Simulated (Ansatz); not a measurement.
**SnF2 (SMILES [F][Sn][F]) at PBE/STO-3G**

Aim: the vertical ionisation energy of SnF2 at PBE/STO-3G, from 2 runs. 

The results are computed with Ansatz 0.2.0.

54 further runs of the same task are left out: 21 that didn't finish, 33 set aside as unsound or not needed.

## Step 1: The structure to begin with

The species is SnF2 (3 atoms), meant as a singlet with charge 0. SMILES: `[F][Sn][F]`. The shape comes from GFN2-xTB, which is rough for such elements, and wasn't checked as a minimum.

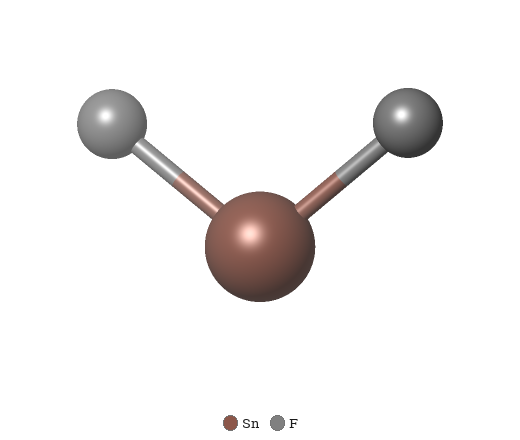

Viewed from a chosen angle; tin brown, fluorine grey.

## Step 2: A single-point energy at PBE/STO-3G

job.yaml

```yaml
basis:
  gaussian:
    orbitals: STO-3G
crystal:
  periodic: [false, false, false]
  atoms:
    - symbol: Sn
      position_ang: [0.005290, -0.007560, -0.865150]
    - symbol: F
      position_ang: [1.618310, -0.021230, 0.443060]
    - symbol: F
      position_ang: [-1.623610, 0.028790, 0.422090]
total_charge: 0
hamiltonian:
  xc: {name: PBE}
accuracy: high
```

On the command line:

```bash
$ ansatz run job.yaml --threads 1 --pin off --max-ram 2610MiB --events-out events.jsonl --progress --plain --runs-dir runs
```

The log of the run:

```text
Warning: RAYON_NUM_THREADS=1 ignored (pool sized by the plan → 1); use --threads N
Functional definition: PBE
  name "PBE"
  parameter kappa = 0.804
  parameter beta = 0.06672455060314922
  exchange = pbe_x(kappa = kappa, mu = beta*pi^2/3)
  correlation = pbe_c(beta = beta)
675 factors; integrals over basis functions are off by at most 4.9e-9 eV
mean field evaluation 1: about -167655.2914 eV, gradient 1.9e1 eV
mean field evaluation 2: about -167625.5424 eV, gradient 8.4e1 eV
mean field evaluation 4: about -167657.2515 eV, gradient 2.9e0 eV
mean field evaluation 8: about -167657.2270 eV, gradient 2.2e-1 eV
mean field evaluation 16: about -167657.2273 eV, gradient 1.1e-5 eV
mean field -167657.22733728 eV, -6161.2894624949 hartree, gradient 9.7e-8 eV, S^2 0.000000; 0 other end points of the search recorded, 0 dependent functions left out
reference -167657.22733872 eV, -6161.2894625476 hartree; 34, 34 occupied and 3, 3 virtual orbitals, 675 factors
Total energy: -167657.22733872 eV, -6161.2894625476 hartree
```

It took 1.9 s on 1 thread of Arm Neoverse V1, shared host; peak memory 0.099 GiB.

## Step 3: The doublet cation

run.yaml

```yaml
basis:
  gaussian:
    orbitals: STO-3G
crystal:
  periodic: [false, false, false]
  atoms:
    - {symbol: Sn, position_ang: [0.005290, -0.007560, -0.865150]}
    - {symbol: F, position_ang: [1.618310, -0.021230, 0.443060]}
    - {symbol: F, position_ang: [-1.623610, 0.028790, 0.422090]}
total_charge: 1
magnetization:
  spin_polarized: true
  initial_magnetization: 1
hamiltonian:
  xc: pbe
accuracy: high
```

On the command line:

```bash
$ ansatz run run.yaml --threads 1 --pin off --max-ram 2610MiB --events-out events.jsonl --progress --plain --runs-dir runs
```

The log of the run:

```text
Warning: RAYON_NUM_THREADS=1 ignored (pool sized by the plan → 1); use --threads N
Functional definition: PBE
  name "PBE"
  parameter kappa = 0.804
  parameter beta = 0.06672455060314922
  exchange = pbe_x(kappa = kappa, mu = beta*pi^2/3)
  correlation = pbe_c(beta = beta)
670 factors; integrals over basis functions are off by at most 4.9e-9 eV
mean field evaluation 1: about -167637.7693 eV, gradient 2.9e1 eV
mean field evaluation 2: about -167534.0148 eV, gradient 7.8e1 eV
mean field evaluation 4: about -167649.7194 eV, gradient 1.3e1 eV
mean field evaluation 8: about -167651.3877 eV, gradient 1.7e0 eV
mean field evaluation 16: about -167651.3505 eV, gradient 1.5e-3 eV
mean field evaluation 32: about -167650.1824 eV, gradient 6.5e-2 eV
mean field evaluation 64: about -167649.4141 eV, gradient 8.9e0 eV
mean field -167651.35048813 eV, -6161.0734922719 hartree, gradient 5.3e-8 eV, S^2 0.754006; 9 other end points of the search recorded, 0 dependent functions left out
reference -167651.35048957 eV, -6161.0734923250 hartree; 34, 33 occupied and 3, 4 virtual orbitals, 670 factors
Total energy: -167651.35048957 eV, -6161.0734923250 hartree
```

Wall time 9 s (1 thread of Arm Neoverse V1, shared host); peak memory 0.14 GiB.

## Step 4: What came out

Level: PBE/STO-3G.

```
                                          quantity           value
                        singlet SnF2: total energy  -6161.28946 Eh
                      doublet cation: total energy  -6161.07349 Eh
                              doublet cation: ⟨S²⟩           0.754
vertical ionisation energy (to the doublet cation)        5.877 eV
```

**Reading.** Removing an electron at fixed nuclei costs 5.88 eV (136 kcal/mol). In a minimal basis such a difference can be off by several eV, whatever the method. Relativity is left out (singlet SnF2) although the molecule holds a heavy atom. Relativity is left out (doublet cation) although the molecule holds a heavy atom.
